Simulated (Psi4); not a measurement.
# Excited-state calculation of CH6B (charge −1) (part 1 of 2)

System: CH6B, charge −1, SMILES [H][B-]([H])([H])C.
Method: TDHF/2ZaPa-NR, UHF (Psi4 1.11).

The geometry comes from this level: GFN2-xTB (4 decimals).

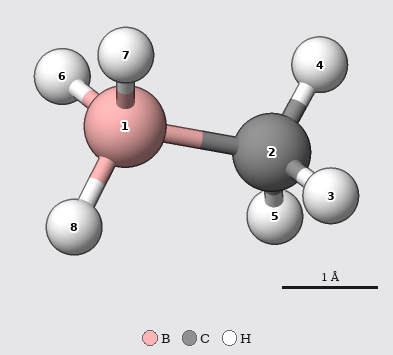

The structure (ball-and-stick view, seen at a tilt; atoms are numbered from 1 in the order of the input).

Input (job.py):
```python
import psi4
from rdkit import Chem

psi4.set_memory('1600 MB')
psi4.set_num_threads(1)
psi4.set_output_file('run.log', False)

rd = Chem.SDMolSupplier('ch6b.sdf', removeHs=False, sanitize=False)[0]
xyz = rd.GetConformer().GetPositions()
atoms = '\n'.join(f'{a.GetSymbol()} {x:.4f} {y:.4f} {z:.4f}' for a, (x, y, z) in zip(rd.GetAtoms(), xyz))
molecule = psi4.geometry('-1 1\n' + atoms + '\nsymmetry c1')

psi4.set_options({
    'basis': '2ZaPa-NR',
    'reference': 'uhf',
    'scf_type': 'cd',
    'tdscf_states': 6,
    'tdscf_tda': False,
    'd_convergence': 0.0001,
    'maxiter': 50,
})

e, wfn = psi4.energy('td-scf', molecule=molecule, return_wfn=True)
print(f'td-scf energy: {e:.10f} Eh')
```

File ch6b.sdf:
```

     RDKit          3D

  8  7  0  0  0  0  0  0  0  0999 V2000
   -0.0021    0.0030   -0.8203 B   0  0  0  0  0  0  0  0  0  0  0  0
    0.0022   -0.0029    0.8288 C   0  0  0  0  0  0  0  0  0  0  0  0
   -1.0102    0.0419    1.2453 H   0  0  0  0  0  0  0  0  0  0  0  0
    0.5502    0.8499    1.2449 H   0  0  0  0  0  0  0  0  0  0  0  0
    0.4697   -0.9054    1.2389 H   0  0  0  0  0  0  0  0  0  0  0  0
    1.1515   -0.0352   -1.2491 H   0  0  0  0  0  0  0  0  0  0  0  0
   -0.5462    1.0242   -1.2403 H   0  0  0  0  0  0  0  0  0  0  0  0
   -0.6150   -0.9757   -1.2483 H   0  0  0  0  0  0  0  0  0  0  0  0
  2  1  1  0
  3  2  1  0
  4  2  1  0
  5  2  1  0
  6  1  1  0
  7  1  1  0
  8  1  1  0
M  CHG  1   1  -1
M  END
$$$$
```

Machine: 1 thread of Intel Xeon @ 2.50GHz (Skylake/Cascade Lake), 12 GiB of memory available, shared host.

Command:
```bash
python job.py
```

What the program printed:
```
:19:13:17,72 INFO     [psi4.driver.task_planner:259] PLANNING Atomic:  keywords={'D_CONVERGENCE': 0.0001, 'MAXITER': 50, 'REFERENCE': 'UHF', 'SCF_TYPE': 'CD', 'TDSCF_STATES': [6], 'TDSCF_TDA': 0, 'function_kwargs': {}}
:19:13:17,78 INFO     [psi4.driver.driver:531] Compute energy(): method=td-scf, basis=2zapa-nr, molecule=default, nre=35.574724228371394

    h
    h
    h

    -----------------------------------------------------------------------

    Memory:     1.5 GiB
    Threads:    1
                ecpint, einsums, f̶o̶r̶t̶e̶, gauxc, gcp, g̶d̶m̶a̶, geometric, g̶p̶u̶_̶d̶f̶c̶c̶,
                i̶n̶t̶e̶g̶r̶a̶t̶o̶r̶x̶x̶, i̶p̶i̶, libefp, m̶d̶i̶, m̶p̶2̶d̶, m̶r̶c̶c̶, ooo,
                o̶p̶e̶n̶f̶e̶r̶m̶i̶o̶n̶p̶s̶i̶4̶, pcmsolver, p̶s̶i̶4̶f̶o̶c̶k̶c̶i̶, p̶s̶i̶x̶a̶s̶,
                p̶y̶e̶i̶n̶s̶u̶m̶s̶, r̶e̶s̶p̶, s̶i̶m̶i̶n̶t̶, s̶n̶s̶m̶p̶2̶,
                v̶2̶r̶d̶m̶_̶c̶a̶s̶s̶c̶f̶

   => Loading Basis Set <=

    Name: 2ZAPA-NR
    Role: ORBITAL
    Keyword: BASIS

         ---------------------------------------------------------
                                   SCF
                              UHF Reference
                        1 Threads,   1525 MiB Core
         ---------------------------------------------------------

  ==> Geometry <==

    Molecular point group: c1
    Full point group: C1

    Geometry (in Angstrom), charge = -1, multiplicity = 1:

       Center              X                  Y                   Z               Mass
    ------------   -----------------  -----------------  -----------------  -----------------
         B           -0.002212900258     0.003071393626    -0.851480876567    11.009305360000
         C            0.002087099742    -0.002828606374     0.797619123433    12.000000000000
         H           -1.010312900258     0.041971393626     1.214119123433     1.007825032230
         H            0.550087099742     0.849971393626     1.213719123433     1.007825032230
         H            0.469587099742    -0.905328606374     1.207719123433     1.007825032230
         H            1.151387099742    -0.035128606374    -1.280280876567     1.007825032230
         H           -0.546312900258     1.024271393626    -1.271480876567     1.007825032230
         H           -0.615112900258    -0.975628606374    -1.279480876567     1.007825032230

  Running in c1 symmetry.

  Rotational constants: A =      2.35844  B =      0.59022  C =      0.59021 [cm^-1]
  Rotational constants: A =  70704.23275  B =  17694.23668  C =  17693.93175 [MHz]
  Nuclear repulsion =   35.574724228371394

  Charge       = -1
  Multiplicity = 1
  Electrons    = 18
  Nalpha       = 9
  Nbeta        = 9

  ==> Algorithm <==

  SCF Algorithm Type is CD.
  DIIS enabled.
  MOM disabled.
  Fractional occupation disabled.
  Guess Type is SAD.
  Energy threshold   = 1.00e-06
  Density threshold  = 1.00e-04
  Integral threshold = 1.00e-12

  ==> Primary Basis <==

  Basis Set: 2ZAPA-NR
    Blend: 2ZAPA-NR
    Number of shells: 40
    Number of basis functions: 72
    Number of Cartesian functions: 74
    Spherical Harmonics?: true
    Max angular momentum: 2

  ==> Integral Setup <==

  ==> CDJK: Cholesky-decomposed J/K Matrices <==

    J tasked:                     Yes
    K tasked:                     Yes
    wK tasked:                     No
    Integrals threads:              1
    Memory [MiB]:                1144
    Algorithm:                   Core
    Integral Cache:              NONE
    Schwarz Cutoff:             1E-12
    Cholesky tolerance:      1.00E-04
    No. Cholesky vectors:         283

  Minimum eigenvalue in the overlap matrix is 4.3173933819E-04.
  Reciprocal condition number of the overlap matrix is 3.7121816588E-05.
    Using symmetric orthogonalization.

  ==> Pre-Iterations <==

  SCF Guess: Superposition of Atomic Densities via on-the-fly atomic UHF (no occupation information).

   -------------------------
    Irrep   Nso     Nmo
   -------------------------
     A         72      72
   -------------------------
    Total      72      72
   -------------------------

  ==> Iterations <==

                        Total Energy        Delta E     RMS |[F,P]|

   @UHF iter SAD:   -65.17042862870218   -6.51704e+01   0.00000e+00
   @UHF iter   1:   -65.82152801408560   -6.51099e-01   7.47112e-03 DIIS/ADIIS
   @UHF iter   2:   -65.97387820824797   -1.52350e-01   3.69059e-03 DIIS/ADIIS
   @UHF iter   3:   -66.01679606571511   -4.29179e-02   4.65547e-04 DIIS/ADIIS
   @UHF iter   4:   -66.01825721833235   -1.46115e-03   1.25910e-04 DIIS/ADIIS
   @UHF iter   5:   -66.01835332278185   -9.61044e-05   2.61015e-05 DIIS
   @UHF iter   6:   -66.01835984288283   -6.52010e-06   4.73910e-06 DIIS
   @UHF iter   7:   -66.01836005480322   -2.11920e-07   7.33546e-07 DIIS
  Energy and wave function converged.

  ==> Post-Iterations <==

   @Spin Contamination Metric:  -6.039613254E-14
   @S^2 Expected:                0.000000000E+00
   @S^2 Observed:               -6.039613254E-14
   @S   Expected:                0.000000000E+00
   @S   Observed:                0.000000000E+00

    Orbital Energies [Eh]
    ---------------------

    Alpha Occupied:

       1A    -10.986880     2A     -7.299884     3A     -0.716477
       4A     -0.437655     5A     -0.334172     6A     -0.334051
       7A     -0.196230     8A     -0.181825     9A     -0.181736

    Alpha Virtual:

      10A      0.157494    11A      0.170282    12A      0.170342
      13A      0.171300    14A      0.197971    15A      0.198008
      16A      0.204542    17A      0.276126    18A      0.276136
      19A      0.322941    20A      0.340222    21A      0.340235
      22A      0.348681    23A      0.371362    24A      0.508502
      25A      0.508554    26A      0.532278    27A      0.532324
      28A      0.542796    29A      0.644861    30A      0.676015
      31A      0.791666    32A      0.791677    33A      0.887383
      34A      1.041575    35A      1.041604    36A      1.105512
      37A      1.168870    38A      1.168922    39A      1.219556
      40A      1.219615    41A      1.245820    42A      1.298298
      43A      1.298396    44A      1.352626    45A      1.403396
      46A      1.651336    47A      1.661639    48A      1.661906
      49A      1.913456    50A      1.941792    51A      1.941869
      52A      2.023677    53A      2.046749    54A      2.242989
      55A      2.243210    56A      2.308748    57A      2.308927
      58A      2.325157    59A      2.366749    60A      2.367067
      61A      2.480193    62A      2.717258    63A      2.759974
      64A      2.760027    65A      2.852283    66A      2.852603
      67A      3.027800    68A      3.028080    69A      3.029502
      70A      3.225777    71A      3.319882    72A      3.320096

    Beta Occupied:

       1A    -10.986880     2A     -7.299884     3A     -0.716477
       4A     -0.437655     5A     -0.334172     6A     -0.334051
       7A     -0.196230     8A     -0.181825     9A     -0.181736

    Beta Virtual:

      10A      0.157494    11A      0.170282    12A      0.170342
      13A      0.171300    14A      0.197971    15A      0.198008
      16A      0.204542    17A      0.276126    18A      0.276136
      19A      0.322941    20A      0.340222    21A      0.340235
      22A      0.348681    23A      0.371362    24A      0.508502
      25A      0.508554    26A      0.532278    27A      0.532324
      28A      0.542796    29A      0.644861    30A      0.676015
      31A      0.791666    32A      0.791677    33A      0.887383
      34A      1.041575    35A      1.041604    36A      1.105512
      37A      1.168870    38A      1.168922    39A      1.219556
      40A      1.219615    41A      1.245820    42A      1.298298
      43A      1.298396    44A      1.352626    45A      1.403396
      46A      1.651336    47A      1.661639    48A      1.661906
      49A      1.913456    50A      1.941792    51A      1.941869
      52A      2.023677    53A      2.046749    54A      2.242989
      55A      2.243210    56A      2.308748    57A      2.308927
      58A      2.325157    59A      2.366749    60A      2.367067
      61A      2.480193    62A      2.717258    63A      2.759974
      64A      2.760027    65A      2.852283    66A      2.852603
      67A      3.027800    68A      3.028080    69A      3.029502
      70A      3.225777    71A      3.319882    72A      3.320096

    Final Occupation by Irrep:
              A
    DOCC [     9 ]
    SOCC [     0 ]
    NA   [     9 ]
    NB   [     9 ]

  @UHF Final Energy:   -66.01836005480322

   => Energetics <=

    Nuclear Repulsion Energy =             35.5747242283713945
    One-Electron Energy =                -161.8484139854114972
    Two-Electron Energy =                  60.2553297022368710
    Total Energy =                        -66.0183600548032246

  UHF NO Occupations:
  HONO-2 :    7  A 2.0000000
  HONO-1 :    8  A 2.0000000
  HONO-0 :    9  A 2.0000000
  LUNO+0 :   10  A 0.0000000
  LUNO+1 :   11  A 0.0000000
  LUNO+2 :   12  A 0.0000000
  LUNO+3 :   13  A 0.0000000

Computation Completed

Properties will be evaluated at   0.000000,   0.000000,   0.000000 [a0]

Properties computed using the SCF density matrix

 Multipole Moments:

 ------------------------------------------------------------------------------------
     Multipole            Electronic (a.u.)      Nuclear  (a.u.)        Total (a.u.)
 ------------------------------------------------------------------------------------

 L = 1.  Multiply by 2.5417464519 to convert [e a0] to [Debye]
 Dipole X            :          0.0018463            0.0014753            0.0033216
 Dipole Y            :         -0.0015488           -0.0028087           -0.0043576
 Dipole Z            :          0.7645098            0.6285703            1.3930801
 Magnitude           :                                                    1.3930909

 ------------------------------------------------------------------------------------

	total time  =          2 seconds =       0.03 minutes
```
